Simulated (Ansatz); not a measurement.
CCuO (doublet)

```yaml
atoms:
  - { symbol: Cu, position_ang: [-0.1076, 0.0696, -1.5648] }
  - { symbol: C, position_ang: [0.2461, -0.1333, 0.2521] }
  - { symbol: O, position_ang: [-0.1385, 0.0637, 1.3127] }
```

Geometry: r2SCAN-D4/def2-TZVP; not at a stationary point (largest force 1.2 eV/Å).

Theory: UKS PBE0-D4/def2-TZVP in Ansatz 0.2.0.

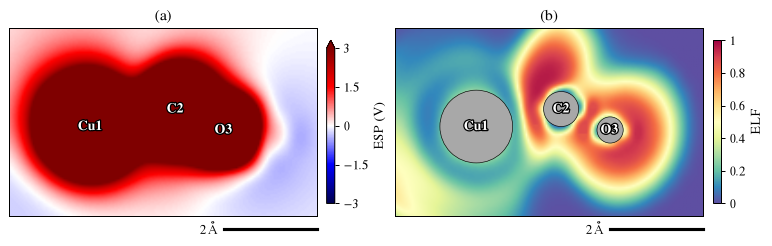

Figure 1. (a) molecular electrostatic potential; (b) electron localisation function on the molecular plane. Grey discs cover the atomic cores in the ELF map.

Interpret the plot.

Answer. The plane passes through Cu, C and O nuclei. C–O (1.15 Å): the ELF peaks at about 0.85 between the atoms: a short, multiple covalent bond. C–Cu (1.86 Å): the ELF peaks at about 0.90 in the valence shell of C, 0.6 Å from its nucleus, and is about 0.25 at the midpoint. The ELF also peaks beside O3, away from the bonds: non-bonding electrons, paired or unpaired. Outside the dense part of the molecule the potential is most negative (−0.5 V) near O3.

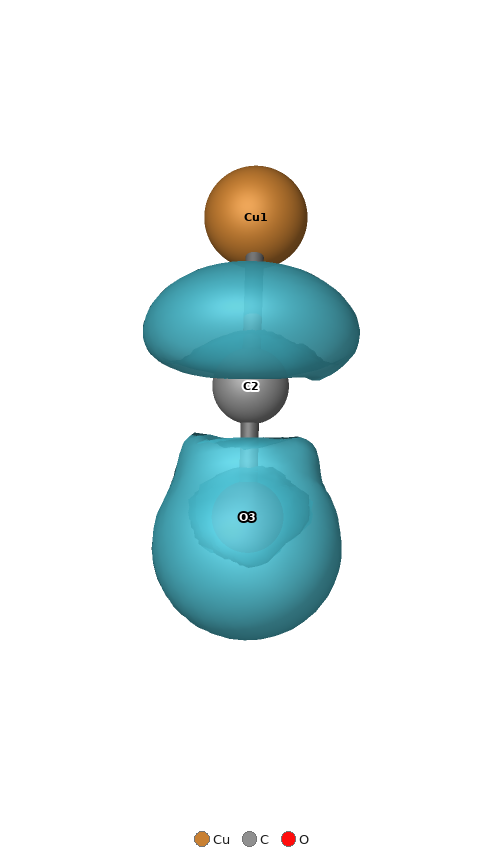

Figure 2. Isosurface of the electron localisation function at 0.75 (cyan), seen at an oblique angle. Only the valence region is drawn (cores and ρ < 0.01 e/Å³ removed).

Describe the localisation domains.

Answer. At this value the surface marks out one region on O in which the atom's valence shell and bonds are merged and one lobe on C, pointing away from the bonds (non-bonding electrons).

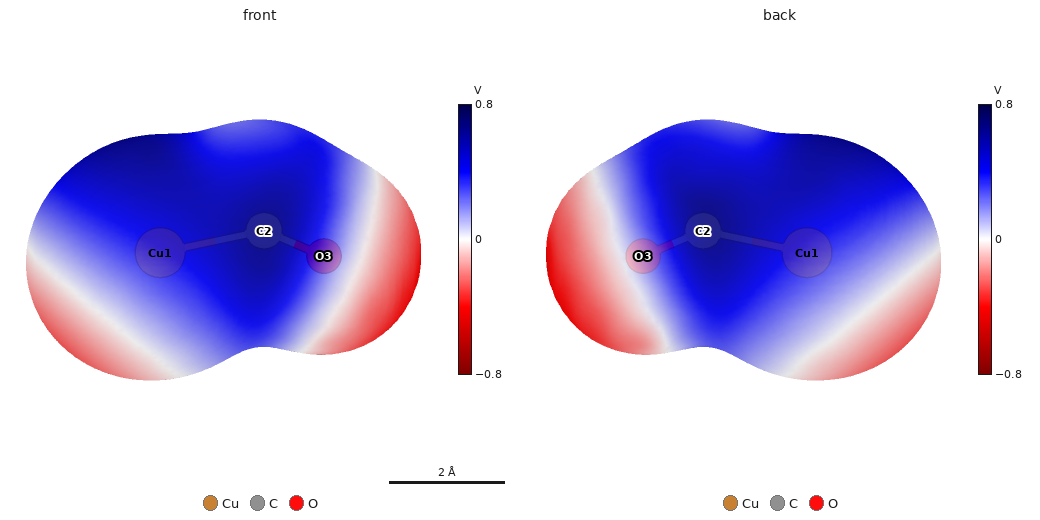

Figure 3. The molecular electrostatic potential painted on the density surface at 0.001 e/bohr³, seen from the front and from behind; red is negative and blue positive.

Where is the surface potential most negative and most positive?

Answer. The most negative region (about −0.4 V) lies over O3, the most positive (about +0.7 V) over Cu1 and C2.

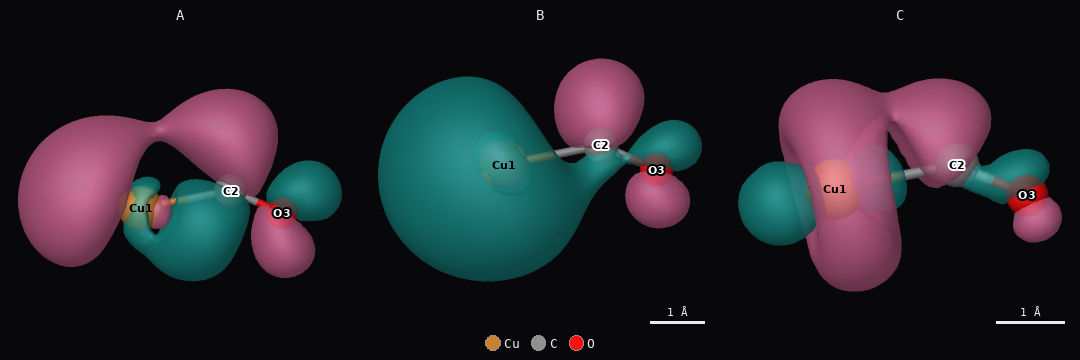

Figure 4. Three frontier orbitals at ±0.08 Å⁻³ᐟ² (teal and pink are the two phases), in no order.

Which picture is the HOMO−1, the HOMO and the LUMO? All are α orbitals.

Answer. C is the HOMO−1 (α) (−8.24 eV). It lies mainly on Cu1 (about 90 %) and C2 (about 10 %). B is the HOMO (α) (−4.71 eV). It lies mainly on Cu1 (about 75 %), C2 (about 15 %) and O3 (about 10 %). A is the LUMO (α) (−1.72 eV). Its weight (Hirshfeld) is mainly on Cu1 (about 45 %), C2 (about 40 %) and O3 (about 20 %).

What is the gap between the highest occupied and lowest empty α orbitals?

Answer. 2.99 eV between the orbital energies.
